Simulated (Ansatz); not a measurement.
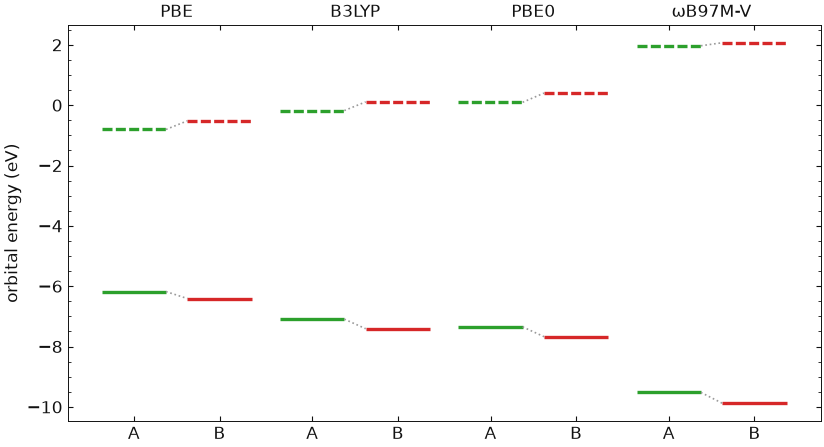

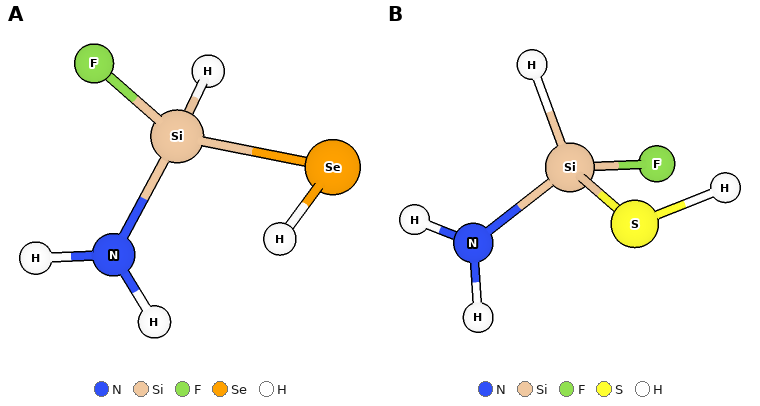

One change: A, SiNH₄SeF (SMILES N[Si@@H](F)[SeH]), becomes B, SiNH₄SF (SMILES N[Si@H](F)S). SeH on Si is replaced by SH. HOMO (solid) and LUMO (dashed) computed in def2-TZVPP at PBE0-D4/def2-TZVP geometries, both minima by their frequencies, gas phase, the Ansatz code. Empty levels above zero depend strongly on the basis.

What does the change do to HOMO and LUMO?

Answer. PBE: the HOMO falls by 0.23 eV, the LUMO rises by 0.29 eV, and the separation goes from 5.37 to 5.89 eV. B3LYP: the HOMO falls by 0.32 eV, the LUMO rises by 0.29 eV, and the separation goes from 6.91 to 7.52 eV. PBE0: the HOMO falls by 0.33 eV, the LUMO rises by 0.31 eV, and the separation goes from 7.44 to 8.07 eV. ωB97M-V: the HOMO falls by 0.36 eV, the LUMO rises by 0.10 eV, and the separation goes from 11.49 to 11.95 eV.

Do the functionals agree on the effect?

Answer. They agree on the direction for both levels; the HOMO shift lies between −0.36 and −0.23 eV and the LUMO shift between 0.10 and 0.31 eV, while the separations themselves differ by up to 6.1 eV between functionals.
